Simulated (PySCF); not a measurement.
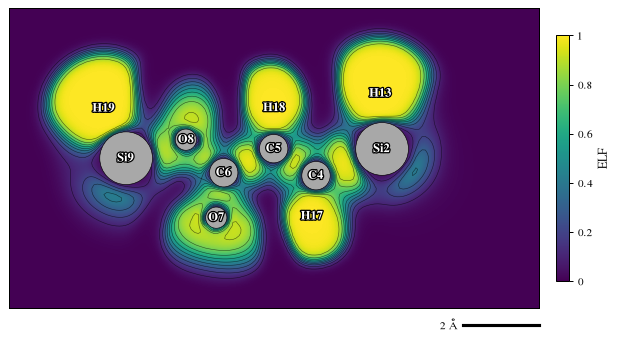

The picture shows: C₅H₁₂O₂Si₂ (SMILES C[SiH](C)/C=C/C(=O)O[SiH3]). ELF on the plane of atoms C5, C4 and H17. Grey discs cover the atomic cores.

Geometry: GFN2-xTB.

Computed with PBE0/pcSseg-1, SCF density, gas phase, non-relativistic in PySCF 2.14.0.

```yaml
atoms:
  - { symbol: C, position_ang: [-2.8086, 1.3253, 1.2463] }
  - { symbol: Si, position_ang: [-2.0426, 0.4609, -0.2661] }
  - { symbol: C, position_ang: [-3.0799, -1.0572, -0.7570] }
  - { symbol: C, position_ang: [-0.3191, -0.1442, 0.2187] }
  - { symbol: C, position_ang: [0.8203, 0.2190, -0.3679] }
  - { symbol: C, position_ang: [2.1210, -0.3037, 0.0782] }
  - { symbol: O, position_ang: [2.2816, -1.0840, 0.9862] }
  - { symbol: O, position_ang: [3.1453, 0.1733, -0.6263] }
  - { symbol: Si, position_ang: [4.7084, -0.2780, -0.3013] }
  - { symbol: H, position_ang: [-3.8026, 1.7007, 1.0223] }
  - { symbol: H, position_ang: [-2.2033, 2.1666, 1.5708] }
  - { symbol: H, position_ang: [-2.8988, 0.6433, 2.0873] }
  - { symbol: H, position_ang: [-1.9335, 1.3984, -1.3955] }
  - { symbol: H, position_ang: [-2.6314, -1.5917, -1.5892] }
  - { symbol: H, position_ang: [-3.1715, -1.7569, 0.0692] }
  - { symbol: H, position_ang: [-4.0838, -0.7687, -1.0536] }
  - { symbol: H, position_ang: [-0.2247, -0.8462, 1.0405] }
  - { symbol: H, position_ang: [0.8557, 0.9109, -1.1961] }
  - { symbol: H, position_ang: [5.3614, 0.5160, -1.3333] }
  - { symbol: H, position_ang: [5.0537, 0.1231, 1.0572] }
  - { symbol: H, position_ang: [4.8437, -1.7173, -0.4911] }
```

### What does the map show?

Atoms in the plane: Si, C, O and H. C–O (1.21 Å): the ELF peaks at about 0.85 between the atoms; a short, multiple covalent bond. C–C (1.33 Å): the ELF peaks at about 0.95 between the atoms; a multiple bond. Si–O (1.66 Å): the ELF peaks at about 0.90 between the atoms; a polar covalent bond. C–Si (1.89 Å): the ELF peaks at about 1 between the atoms, as expected for a shared electron pair. C–H (1.08 Å): the ELF climbs to about 1 towards the hydrogen, as it does in any bond to H: an ordinary covalent bond to hydrogen. The ELF also peaks beside O7 and O8, away from the bonds: lone-pair regions.
